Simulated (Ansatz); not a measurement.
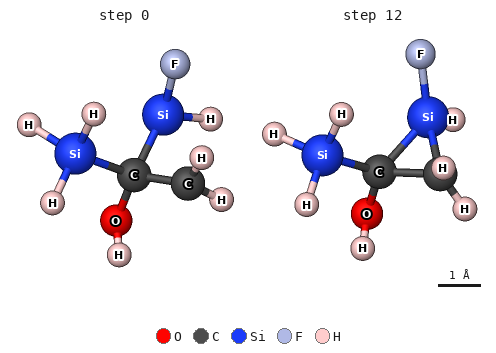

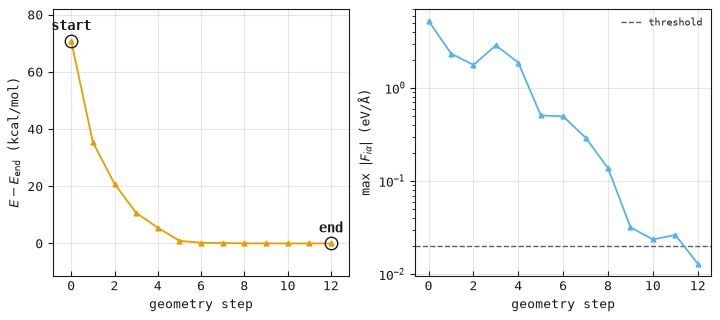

First and last geometry of a relaxation of C₂H₇FOSi₂, with the history of the run. Style: ball-and-stick. Shown at a tilt.

The run prepares the start of a later molecular dynamics calculation, from a guessed geometry.

All numbers below come from RKS PBE0/STO-3G in Ansatz 0.2.0.

Input
```yaml
crystal:
  periodic: [false, false, false]
  atoms:
    - { symbol: O, position_ang: [-1.3145, -1.4212, -0.2148] }
    - { symbol: C, position_ang: [-0.387, -0.313, -0.0731] }
    - { symbol: Si, position_ang: [1.146, -0.876, 0.9248] }
    - { symbol: C, position_ang: [-0.0265, 0.399, -1.3447] }
    - { symbol: Si, position_ang: [-0.942, 1.2467, 0.568] }
    - { symbol: F, position_ang: [0.2176, 2.3519, 0.8353] }
    - { symbol: H, position_ang: [-1.0677, -1.996, -0.926] }
    - { symbol: H, position_ang: [1.7108, -2.1364, 0.3521] }
    - { symbol: H, position_ang: [0.7959, -1.0961, 2.3959] }
    - { symbol: H, position_ang: [2.2669, 0.133, 0.8958] }
    - { symbol: H, position_ang: [-0.9427, 0.6524, -1.9678] }
    - { symbol: H, position_ang: [0.7527, 1.0878, -1.412] }
    - { symbol: H, position_ang: [-2.1888, 1.9332, -0.0185] }
basis:
  gaussian: { orbitals: STO-3G }
hamiltonian:
  xc: pbe0
relax:
  f_tol: 0.02
  max_steps: 40
scf:
  lower_state_search: "off"
```

Launched with:
```bash
ansatz run input.yaml --threads 1 --pin off --max-ram 2048MiB --backend cpu --events-out ev --progress --plain --runs-dir out
```

Q: What do the curves and the structures tell?

A: It converged. After 12 geometry steps the energy has fallen by 70.8 kcal/mol. Largest force component: 5.3 eV/Å at the start, 0.013 eV/Å at the end. The atom that moves furthest after the best rigid fit is Si5 (0.45 Å). By element the largest moves are Si 0.45 Å, F 0.39 Å, H 0.36 Å, C 0.27 Å, O 0.24 Å. Some distances before and after: C4–Si5 2.284 → 1.825 Å, Si5–H13 1.539 → 1.444 Å, C2–C4 1.501 → 1.595 Å, Si3–H9 1.528 → 1.444 Å. New bonds form: C4–Si5 (2.28 → 1.83 Å). Among the angles between lasting bonds that change: C4–C2–Si5 88.0° → 63.5°, Si3–C2–Si5 108.7° → 120.6°, C2–O1–H7 111.7° → 102.2°. The run took 22 s on 1 thread of Intel(R) Xeon(R) 6975P-C (Granite Rapids), on a shared host, peak memory 0.15 GiB.

```
step  E − E(0), kcal/mol  largest force component, eV/Å
   0                0.00                         5.2552
   1              -35.34                         2.3432
   2              -49.85                         1.7704
   3              -60.05                         2.8692
   4              -65.26                         1.8722
   5              -69.82                         0.5083
   6              -70.52                         0.4948
   7              -70.61                         0.2928
   8              -70.73                         0.1375
   9              -70.75                         0.0319
  10              -70.76                         0.0236
  11              -70.76                         0.0264
  12              -70.77                         0.0130
```

Limits of the set-up: STO-3G is a minimal basis, so the numbers are rough.
